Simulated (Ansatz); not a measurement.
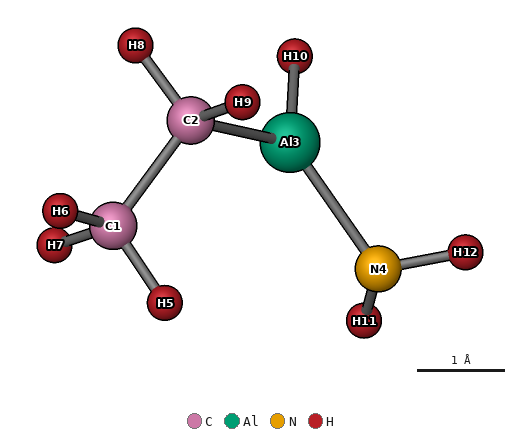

Fig. 1: The structure (ball-and-stick view, seen at a tilt; atoms are numbered from 1 in the order of the input). Sticks mark near contacts. Bond lengths as drawn: Al–C 1.90 Å, Al–H 1.48 Å, Al–N 1.78 Å, C–C 1.55 Å, C–H 1.09 Å and H–N 1.03 Å.

# Run report: C2H8AlN, phonon calculation

- system: C2H8AlN, SMILES C[CH2][AlH][NH2]
- method: RHF/STO-3G (Ansatz 0.2.0)

It belongs to a series of runs on one base structure; here: vibrations at the highest image of the band. Figures and captions count atoms from 1; the log counts them from 0 in places.

## Input file
```yaml
crystal:
  periodic: [false, false, false]
  atoms:
    - { symbol: C, position_ang: [-1.119978, 1.245353, 0.090699] }
    - { symbol: C, position_ang: [0.08605, 0.681826, 0.876296] }
    - { symbol: Al, position_ang: [1.120146, -0.588829, -0.093586] }
    - { symbol: "N", position_ang: [0.287397, -1.957809, -0.871194] }
    - { symbol: H, position_ang: [-1.785841, 0.448807, -0.231332] }
    - { symbol: H, position_ang: [-1.703766, 1.93787, 0.692311] }
    - { symbol: H, position_ang: [-0.7995, 1.783408, -0.798435] }
    - { symbol: H, position_ang: [0.698176, 1.515657, 1.205558] }
    - { symbol: H, position_ang: [-0.297661, 0.221561, 1.78288] }
    - { symbol: H, position_ang: [2.586495, -0.451775, -0.195985] }
    - { symbol: H, position_ang: [0.416607, -2.011744, -1.887607] }
    - { symbol: H, position_ang: [0.588873, -2.879525, -0.535605] }
basis:
  gaussian: { orbitals: STO-3G }
hamiltonian:
  xc: hf
phonons: {}
```

Hardware: 1 thread of Intel Xeon (Sapphire Rapids), 64 GiB of memory available, shared host.

Launch command:
```bash
ansatz run input.yaml --threads 1 --pin off --max-ram 2048MiB --backend cpu --events-out ev --progress --plain --runs-dir out
```

## What the program printed
```
Engine: ansatz 0.2.0, x86_64-unknown-linux-gnu
Functional definition: HF
  exchange = exact_x
  correlation = 0
451 factors; integrals over basis functions are off by at most 1.8e-5 eV
mean field evaluation 1: about -10128.0363 eV, gradient 2.1e1 eV
mean field evaluation 2: about -10128.1440 eV, gradient 2.1e1 eV
mean field evaluation 4: about -10129.6701 eV, gradient 1.2e0 eV
mean field evaluation 8: about -10129.6774 eV, gradient 2.0e-5 eV
mean field -10129.67735673 eV, -372.2587767178 hartree, gradient 3.7e-5 eV, S^2 0.000000; 0 other end points of the search recorded, 0 dependent functions left out
the calculation of the forces begins
reference -10129.67735673 eV, -372.2587767178 hartree; 20, 20 occupied and 12, 12 virtual orbitals, 451 factors
these checks for a lower state are left out or cut short: stability, starts, cluster_reference, orbital_swaps, neighbouring_geometries, increment
451 factors; integrals over basis functions are off by at most 1.8e-5 eV
mean field evaluation 16: about -10129.6771 eV, gradient 1.5e-6 eV
mean field -10129.67712188 eV, -372.2587680872 hartree, gradient 1.5e-6 eV, S^2 0.000000; 0 other end points of the search recorded, 0 dependent functions left out
[... from here on the field's lines of each further geometry are left out, up to the last ...]
the calculation of the forces begins
reference -10129.67730766 eV, -372.2587749146 hartree; 20, 20 occupied and 12, 12 virtual orbitals, 451 factors
these checks for a lower state are left out or cut short: stability, starts, cluster_reference, orbital_swaps, neighbouring_geometries, increment
451 factors; integrals over basis functions are off by at most 1.8e-5 eV
mean field evaluation 512: about -10129.6773 eV, gradient 1.5e-6 eV
mean field -10129.67732295 eV, -372.2587754765 hartree, gradient 1.5e-6 eV, S^2 0.000000; 0 other end points of the search recorded, 0 dependent functions left out
the calculation of the forces begins
reference -10129.67732295 eV, -372.2587754765 hartree; 20, 20 occupied and 12, 12 virtual orbitals, 451 factors
WARN: phonons: modes at or below zero, which the zero-point energy, F, S and C_V leave out: 1, the lowest at -362.03 cm⁻¹. A minimum has none, and a first-order saddle one
Total energy: -10129.67735673 eV, -372.2587767178 hartree
Atom 0 at    -1.119978     1.245353     0.090699 Å, force    -0.000934    -0.003862    -0.002182 eV/Å
Atom 1 at     0.086050     0.681826     0.876296 Å, force    -0.000201     0.001814    -0.000272 eV/Å
Atom 2 at     1.120146    -0.588829    -0.093586 Å, force    -0.004805     0.005041    -0.007501 eV/Å
Atom 3 at     0.287397    -1.957809    -0.871194 Å, force    -0.001372    -0.004317     0.008749 eV/Å
Atom 4 at    -1.785841     0.448807    -0.231332 Å, force     0.000158    -0.000355     0.000207 eV/Å
Atom 5 at    -1.703766     1.937870     0.692311 Å, force    -0.000187     0.000221     0.002174 eV/Å
Atom 6 at    -0.799500     1.783408    -0.798435 Å, force    -0.000320    -0.000430     0.000007 eV/Å
Atom 7 at     0.698176     1.515657     1.205558 Å, force     0.001081     0.000530    -0.000656 eV/Å
Atom 8 at    -0.297661     0.221561     1.782880 Å, force     0.001949     0.001385     0.001834 eV/Å
Atom 9 at     2.586495    -0.451775    -0.195985 Å, force     0.003013    -0.002744     0.004077 eV/Å
Atom 10 at     0.416607    -2.011744    -1.887607 Å, force     0.004431     0.004063    -0.003459 eV/Å
Atom 11 at     0.588873    -2.879525    -0.535605 Å, force    -0.002814    -0.001347    -0.002978 eV/Å
Dipole moment:     0.320055    -0.060538    -0.042425 e Å
Vibrations: -362.03 17.41 169.56 233.11 336.02 525.93 583.21 745.85 793.63 875.80 957.96 990.82 1149.45 1169.83 1232.91 1535.88 1576.15 1750.15 1845.88 1862.65 1865.75 2034.10 2699.77 3549.85 3568.91 3683.55 3723.82 3733.30 3908.88 4079.99 cm⁻¹, zero-point energy 3.174003 eV
```

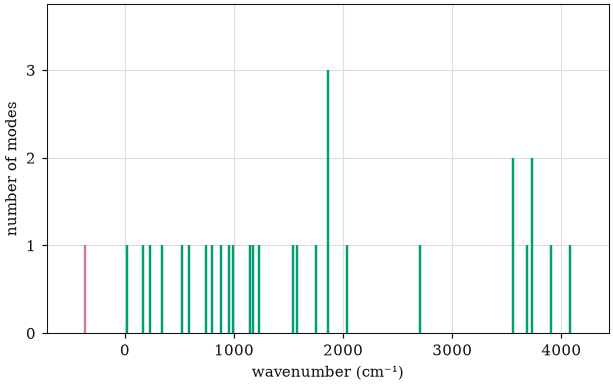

Fig. 2: Harmonic vibrational wavenumbers from the force constants; neighbouring modes closer than 20 cm⁻¹ are counted in one stick, and imaginary ones are drawn at negative wavenumbers. 30 modes from 362i to 4080 cm⁻¹, 1 imaginary beyond 8i (362i cm⁻¹): a first-order saddle point, if the geometry is stationary.

## Results in brief

| quantity | value |
| --- | --- |
| outcome | converged |
| total energy | −10129.6774 eV |
| mean-field energy | −10129.6774 eV |
| largest force (length of the vector) | 0.010 eV/Å |
| wall time | 45 s |
| peak memory | 0.089 GiB |
